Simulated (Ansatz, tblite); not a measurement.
Breaking a bond: OH (cation, charge +1), triplet.

Methods: UCCSD(T) = Ansatz (a first-principles code) with CCSD(T) on UHF/cc-pVDZ, frozen core; ROCCSDT(Q) = CCSDT(Q)/B on ROHF/cc-pVDZ, frozen core in Ansatz; GFN2-xTB, 300 K electronic temperature (tblite).

Energies are in kJ/mol, each relative to the lowest point of its own curve near equilibrium.

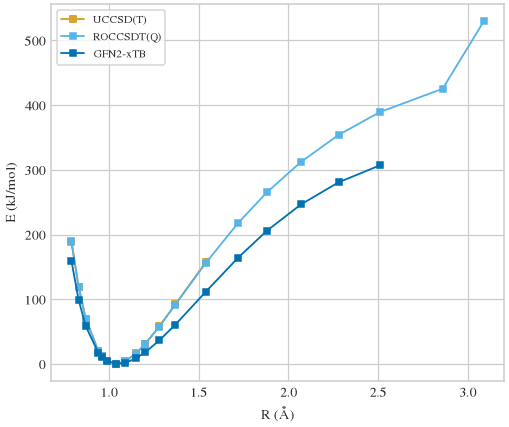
Fig. 1. Energy against bond length for each method.

```tsv
R / Å	UCCSD(T)	ROCCSDT(Q)	GFN2-xTB
0.79	189.1	189.4	159.5
0.83	119.2	119.4	99.3
0.87	69.9	70.1	58.2
0.94	19.9	20.0	17.4
0.96	12.0	12.1	11.0
0.99	4.2	4.3	4.4
1.04	0.0	0.0	0.0
1.09	4.0	3.9	1.5
1.15	16.2	16.0	8.6
1.20	30.5	30.3	17.7
1.28	58.0	57.7	36.2
1.37	92.3	91.7	60.8
1.54	157.5	156.3	111.7
1.72	—	218.0	164.3
1.88	—	265.2	205.8
2.07	—	312.2	246.5
2.28	—	354.0	280.7
2.51	—	389.3	306.9
2.86	—	425.2	—
3.09	—	529.7	—
```

Dashes: no converged value, or the column stops at the first point that the program doubted or that broke a chosen test of continuity, which isn't proof of a fault.

The unrestricted determinant behind UCCSD(T) is spin-contaminated at 1.54 to 4.13 Å (<S²> up to 3.0, against 2.00 for a pure triplet). The T1 diagnostic of CCSD on the restricted reference of ROCCSDT(Q) exceeds 0.045 at 1.72 to 2.86, 3.59 Å.
